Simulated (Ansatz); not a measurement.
# What NaGeCl3 (model cell, started as cubic perovskite with Ge in the octahedra) distorts into, part 3 of 3

Aim: this structure of NaGeCl3 (model cell, started as cubic perovskite with Ge in the octahedra) is to be tested for unstable modes, and one is followed downhill.

Ansatz 0.2.0; DFT PBEsol, scalar-relativistic, plane waves, PAW; PAW set soft_1.

So far. Step 4 (The mode frozen in, largest atomic shift 0.6 Å): The run ends at a pressure of 0.40 GPa, with forces up to 0.18 eV/Å. Step 5 (Energy along the mode, all amplitudes (two of the runs …): The lowest of the steps tried is the last one, at 0.6 Å, 17.8 meV/atom below the parent; the bottom of the well need not coincide with a step.

The structure was built from a prototype and need not be the compound's stable phase.

**6. Relaxation from the frozen mode (continued)**

Step by step:

```
step  energy less that of the first step (eV)  largest force component (eV/Å)  pressure (GPa)  volume (Å³)
   1                                   0.0000                          0.1258            0.40       269.60
   2                                  -0.0513                          0.1522           -0.17       275.33
   3                                  -0.1438                          0.1704           -0.25       278.87
   4                                  -0.2597                          0.1468           -0.13       280.64
   5                                  -0.3524                          0.0953           -0.13       280.91
   6                                  -0.3929                          0.0748            0.45       272.19
   7                                  -0.4173                          0.0399            0.23       271.68
   8                                  -0.4329                          0.0334           -0.11       270.71
   9                                  -0.4575                          0.0842           -0.17       265.47
  10                                  -0.5361                          0.1236           -0.36       258.57
  11                                  -0.6608                          0.1137           -0.23       252.05
  12                                  -0.6816                          0.1243            0.21       246.39
  13                                  -0.7036                          0.0055            0.00       248.31
  14                                  -0.7043                          0.0022            0.01       248.20
  15                                  -0.7043                          0.0043            0.00       248.39
  16                                  -0.7043                          0.0001            0.00       248.32
 17*                                  -0.7034                          0.0001            0.00       248.32
```

Relaxation steps marked * repeat the geometry before them on a plane-wave basis chosen anew for their cell, so energy and pressure can jump there. Relaxation step 15 was tried and not accepted.

The run keeps the 8 symmetry operations that it works with, so distortions that break them were not tested.

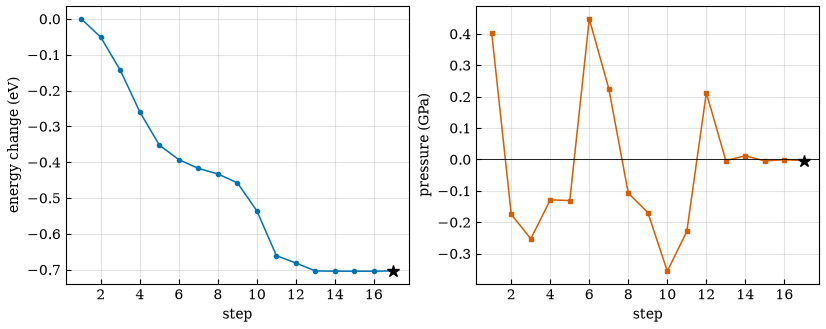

Energy and pressure along the relaxation. Stars mark steps on a basis chosen anew.

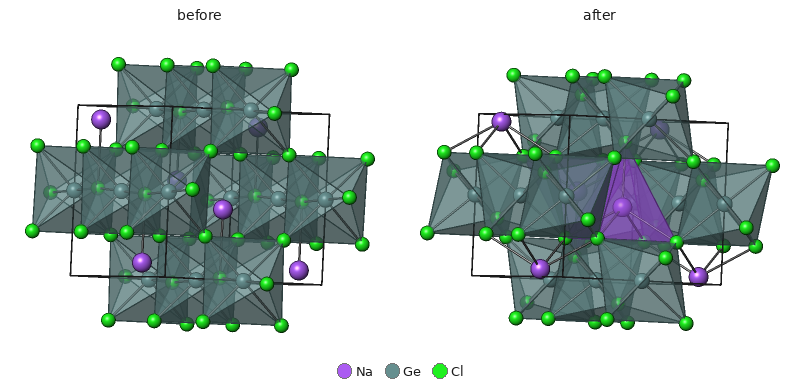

Before and after, at one scale.

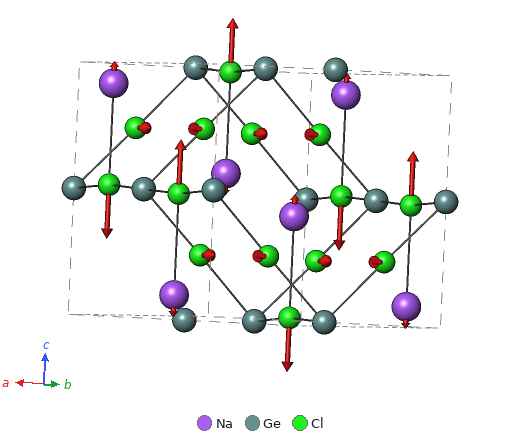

Displacements in the relaxation, exaggerated, measured against the changing cell; the longest in the cell stands for 1.10 Å. Bonds to atoms that aren't drawn are left out. Some periodic images of atoms are drawn too.

```
conventional cell, symmetrised  before  after  change
                         a (Å)   7.251  7.313  +0.9 %
                         b (Å)  10.255  9.870  -3.7 %
                         c (Å)   7.251  6.880  -5.1 %
              volume (Å³/atom)   26.96  24.83  -7.9 %
```

The atoms that moved most (Å, as changes of fractional coordinates times the final cell):

```
atom      dx      dy      dz  length
 Cl9   0.000   0.778  -0.778   1.100
Cl10   0.000  -0.778   0.778   1.100
 Cl5   0.641   0.000   0.000   0.641
 Cl8   0.641   0.000   0.000   0.641
 Cl6  -0.641   0.000   0.000   0.641
 Cl7  -0.641   0.000   0.000   0.641
 Na1   0.000  -0.174   0.174   0.246
 Na2   0.000   0.174  -0.174   0.246
```

This step gave:

```yaml
pressure: -0.003591 GPa
gap_on_the_k_mesh: 1.272 eV
volume_per_atom: 24.83 Å³
```

The distorted start has space group Imma; the relaxation ends in Imma.

**7. The new phase in its own primitive cell**

The relaxed structure is symmetrised, reduced to its primitive cell and relaxed tightly, as its phonons need.

input.yaml reads:

```yaml
crystal:
  lattice:
    - [-3.6567087853, 4.9351731569, 3.4399760596]
    - [3.6567087853, -4.9351731569, 3.4399760596]
    - [3.6567087853, 4.9351731569, -3.4399760596]
  atoms:
    - { symbol: Na, position: [0.2030809019, 0.9530809019, 0.25] }
    - { symbol: Na, position: [0.7969190981, 0.0469190981, 0.75] }
    - { symbol: Ge, position: [0.0, 0.5, 0.5] }
    - { symbol: Ge, position: [0.5, 0.5, 0.0] }
    - { symbol: Cl, position: [0.8226784872, 0.5, 0.8226784872] }
    - { symbol: Cl, position: [0.1773215128, 0.5, 0.1773215128] }
    - { symbol: Cl, position: [0.1773215128, 0.0, 0.6773215128] }
    - { symbol: Cl, position: [0.8226784872, 0.0, 0.3226784872] }
    - { symbol: Cl, position: [0.6056567392, 0.3556567392, 0.25] }
    - { symbol: Cl, position: [0.3943432608, 0.6443432608, 0.75] }
kpoints:
  mp_grid: { grid: [8, 8, 8] }
hamiltonian:
  xc: pbesol
  pseudopotentials: { kind: paw, azcp: { folder: soft_1 }, xc_functional: pbe }
scf:
  occupations: { method: fixed }
output:
  forces: true
  stress: true
  eigenvalues: true
relax:
  adjacent_minimum: "off"
  f_tol: 0.001
  max_steps: 60
  cell: { stress_tol: 0.01 }
```

Command:

```console
> ansatz run input.yaml --threads 8 --pin off --max-ram 16384MiB --backend cpu --events-out ev --progress --plain --runs-dir out
```

Numbers of over 12 decimals in the logs are rounded to 6 here.

The log of the run:

```text
[...]
Crystal: 10 atoms, lattice volume = 248.318 Å³
Basis set: ecut = 420 eV, 4863 PW (Γ), exchange–correlation on 96×96×96 points (8 copies of the dense FFT grid, shifted against one another)
Bands: 54, of which v1, the nominal top of the filled ones, is band 44 counted from 1 (43 counted from 0)
Symmetry: 8 space group operations
[...]
k-points: 95 of 512
[...]
- { symbol: Ge, position: [0.0, 0.5, 0.5] }
    - { symbol: Ge, position: [0.5, 0.5, 0.0] }
    - { symbol: Cl, position: [0.822678, 0.5, 0.822678] }
    - { symbol: Cl, position: [0.177322, 0.5, 0.177322] }
    - { symbol: Cl, position: [0.177322, 0.0, 0.677322] }
    - { symbol: Cl, position: [0.822678, -5.551115123125783e-17, 0.322678] }
    - { symbol: Cl, position: [0.605657, 0.355657, 0.250000] }
    - { symbol: Cl, position: [0.394343, 0.644343, 0.75] }
[key lines of the parts left out:]
SCF converged after 6 iterations
Free energy (F): -17835.199281 eV
Fermi energy:    4.086682 eV
P = ⅓ Tr σ = -0.0035 GPa (-0.035 kbar)
```

It took 23 s on 8 threads of Arm Neoverse V1, shared host; peak memory 1.5 GiB; 3 min of CPU time.

Little changed from the start: no atom moved by 0.005 Å and no cell edge by 0.1 %.

Numbers from this step:

| Quantity | Value |
| --- | --- |
| pressure | -0.003537 GPa |
| direct gap on mesh | 1.272 eV |

The largest force component left is 0.14 meV/Å and the pressure is -0.004 GPa, within the tolerances set. The cell now holds 24.83 Å³/atom.

**8. The phases reached**

The phases reached along the modes that were followed are set side by side.

Energies are those of the first relaxation, on the mesh of the frozen mode; space group, volume and gap are those of the last relaxation. Phases, by row:

```
                  mode frozen in  space group  energy from parent (meV/atom)  volume (Å³/atom)  gap on mesh (eV)  lowest zone-centre optical mode (cm⁻¹)  largest shift (Å)
                          parent        Pm-3m                              0             26.96             0.348                                       –                  –
         q = (0, 0, 0), 89i cm⁻¹         P4mm                         -55.52              29.9                 1                                   -54.3              1.356
         q = (0, 0, 0), 89i cm⁻¹          R3m                         -51.01             30.39             1.788                                     -15              1.239
         q = (0, 0, 0), 89i cm⁻¹         Amm2                         -58.86             30.18              1.39                                   -46.1              1.383
q = (-0.5, -0.5, -0.5), 83i cm⁻¹       I4/mmm                         -26.61              27.8             0.732                                       –              0.901
q = (-0.5, -0.5, -0.5), 83i cm⁻¹         R-3m                          -30.8             27.95             0.698                                       –              1.038
q = (-0.5, -0.5, -0.5), 83i cm⁻¹         Imma                         -88.19             24.83             1.272                                       –              0.993
```

**9. Outcome**

| Item | Value |
| --- | --- |
| unstable mode of the parent | q = (-0.5, -0.5, -0.5), 84i cm⁻¹ |
| depth at the lowest point sampled | 17.8 meV/atom |
| largest atomic shift at that point | 0.6 Å |
| space group reached (within 0.01 Å) | Imma |
| energy gained over the parent (first relaxation, on the mesh of the frozen mode) | 88.2 meV/atom |
| volume per atom, phase reached | 24.8 Å³ |
| gap on the k-mesh, phase reached | 1.27 eV |

What this shows: From this start the structure relaxes into Imma, 88.2 meV/atom below the parent. At the parent's cell the well is 17.85 meV/atom deep on the steps tried, with its lowest point at a shift of 0.6 Å. That is the last step tried, so the steps alone don't bracket the bottom of the well. Relaxing atoms and cell changes the gain by +70.34 meV/atom against the lowest step (energies at zero smearing). Most of the total comes from this relaxation. The frozen pattern makes up only 5 % of the final shifts of the atoms, so other modes or strain give most of the change. The modes of the phase reached were not computed on this path. Of the 6 patterns followed to their end from this parent, this one reaches the lowest energy. Each path keeps the symmetry of its pattern, so a lower phase may lie along a pattern not tried. The PAW files were made for PBE and serve the other functionals too. The starting cell was built on a prototype and not taken from a measurement, so the phase need not exist.

[Logs are printed without paths, hosts, clocks, repeated set-up lines and the standing remarks that a program may print on its own settings, such as how far it seeks lower states.]

[Hosts, paths, dates, database ids (printed as entryN), source tags and the programs' standing remarks are cut or masked in the printed files.]
